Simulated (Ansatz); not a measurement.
The calculation's input:

```
crystal:
  periodic: [false, false, false]
  atoms:
    - {symbol: C, position_ang: [-0.026343, 0.199026, -0.307588]}
    - {symbol: B, position_ang: [0.532946, -0.982218, 0.417191]}
    - {symbol: O, position_ang: [0.021555, 1.471529, 0.113665]}
    - {symbol: H, position_ang: [-0.769020, -0.047136, -1.074813]}
    - {symbol: H, position_ang: [-0.707687, 1.981589, -0.252113]}
basis:
  gaussian: {orbitals: def2-TZVPP}
magnetization: {spin_polarized: true, initial_magnetization: 1}
hamiltonian: {xc: pbe0, dispersion: d4}
output: {orbitals: {seedname: orbitals}}
```

Command:

```sh
ansatz run in.yaml --threads 2 --pin off --events-out ev --progress --plain --max-ram 4352MiB
```

Geometry: PBE0-D4/def2-TZVP; ⟨S²⟩ = 0.81, above the pure value of 0.75.

These are results of UKS PBE0-D4/def2-TZVPP (Ansatz), not measurements.

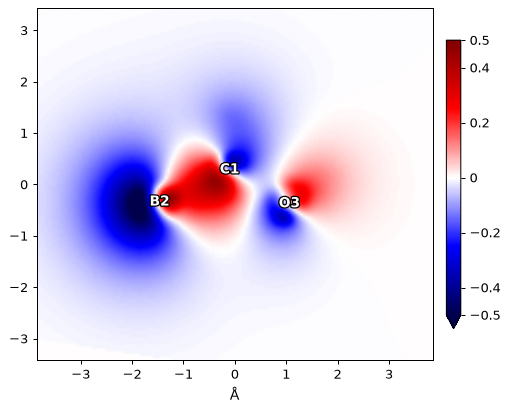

CH₂BO (doublet). The HOMO−1 (α) on the plane of atoms B2, C1 and O3 (values in Å⁻³ᐟ²; the overall sign is arbitrary).

Question: Describe this orbital and give its energy.

Answer: By Hirshfeld shares it lies mainly on B2 (about 65 %), C1 (about 20 %) and O3 (about 10 %). Its energy is −6.96 eV.
